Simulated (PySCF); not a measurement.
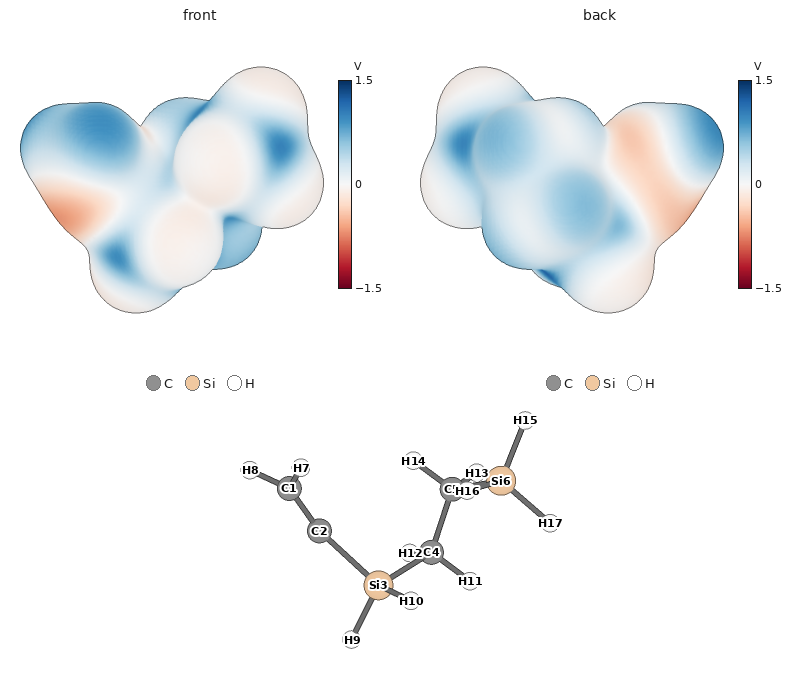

C4H11Si2 (SMILES C=[C][SiH2]CC[SiH3]) (doublet). The molecular electrostatic potential painted on the density surface at 0.002 e/bohr³, seen from the front and from behind; red is negative and blue positive. The bare structure is drawn below in the same view.

Geometry: GFN2-xTB.

Computed with PySCF, UKS B3LYP, pcH-1 on C H Si, non-relativistic, mean-field spin-orbit, GIAO.

| atom | x (Å) | y (Å) | z (Å) |
| --- | --- | --- | --- |
| C | 2.8039 | 0.4364 | 0.8232 |
| C | 2.1046 | 0.1310 | -0.2183 |
| Si | 0.7764 | 0.2060 | -1.4767 |
| C | -0.5177 | -1.1006 | -0.9801 |
| C | -0.9870 | -1.0369 | 0.4734 |
| Si | -1.9864 | 0.5108 | 0.9362 |
| H | 2.6034 | 1.2993 | 1.4567 |
| H | 3.6568 | -0.1501 | 1.1506 |
| H | 1.3643 | -0.1524 | -2.7765 |
| H | 0.1358 | 1.5276 | -1.5999 |
| H | -1.3839 | -1.0130 | -1.6397 |
| H | -0.0954 | -2.0920 | -1.1682 |
| H | -1.6048 | -1.9167 | 0.6820 |
| H | -0.1172 | -1.1173 | 1.1305 |
| H | -2.5492 | 0.3199 | 2.2762 |
| H | -1.1308 | 1.6995 | 0.9423 |
| H | -3.0798 | 0.7003 | -0.0216 |

### Where is the surface potential most negative and most positive?

The most negative region (about −0.6 V) lies over the π face of C1 and C2, the most positive (about +1.0 V) over Si3.
